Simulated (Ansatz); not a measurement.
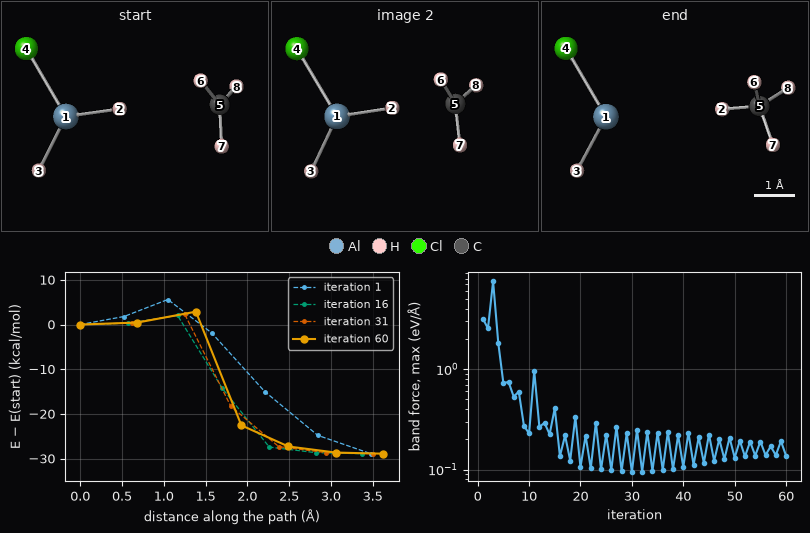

A nudged-elastic-band calculation for CH$_{5}$AlCl (multiplicity 2), made up at the start of AlH$_{2}$Cl and CH₃. Images are numbered from 0 (start) to 6 (end). The plot follows the band through its iterations. Style: ball-and-stick. Shown at a tilt.

All numbers below come from UKS PBE0-D4/6-31G* (Ansatz 0.2.0). Settings: 5 movable images; climbing image; force threshold 0.05 eV/Å; iteration limit 60; optimiser L-BFGS; largest step 0.5 Å; starting path through a guess of the saddle point.

Judge this run.

Answer. The result isn't final. The band hadn't converged when the run stopped after 60 iterations. The largest component of the band force went from 3.2 to 0.14 eV/Å. The barrier read from it is provisional, though the highest image hardly moved in the last two iterations. The step length is far from the usual. The first iteration put the highest image at 5.6 kcal/mol. The highest point, image 2, lies 2.9 kcal/mol above the start and 31.8 kcal/mol above the end; the end is at −28.9 kcal/mol relative to the start.

Limits of the set-up: the start holds two separate molecules, 2.9 Å apart at their closest, whose relative position is a soft coordinate.
